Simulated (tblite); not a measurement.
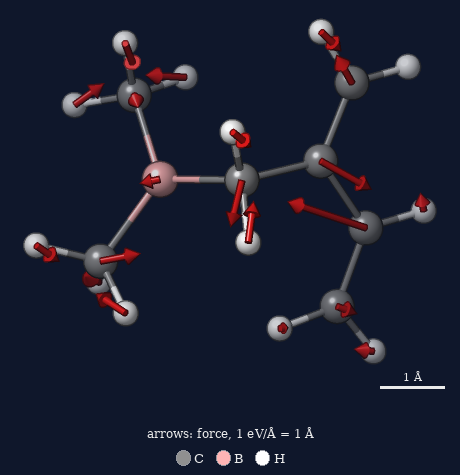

Starting geometry of C$_{7}$H$_{13}$B with the computed forces as red arrows. A ball-and-stick model, seen face on.

Theory: GFN2-xTB geometry optimisation, gas phase in tblite. 

> What follows when this structure is relaxed?

It isn't relaxed: the largest force vector, on a C atom, is 1.62 eV/Å. The final displacements have little in common with the starting forces (cosine between the two patterns 0.12). The atom that moves furthest after the best rigid fit is an H atom (1.31 Å). By element the largest moves are H 1.31 Å, C 0.71 Å, B 0.16 Å. Some distances before and after: C–C 1.507 → 1.458 Å, B–C 1.603 → 1.578 Å, C–H 1.114 → 1.091 Å, C–H 1.094 → 1.077 Å. Bond angles that change, for instance: C–C–B 110.4° → 116.1°, C–C–C 122.3° → 117.8°, H–C–H 109.8° → 105.9°. Groups turn about B–C by about 35°, B–C by about 35°, B–C by about 25°. The energy falls by 24.5 kJ/mol in 141 geometry steps. The run took 0.91 s on 1 thread of Arm Neoverse V1, on a shared host.
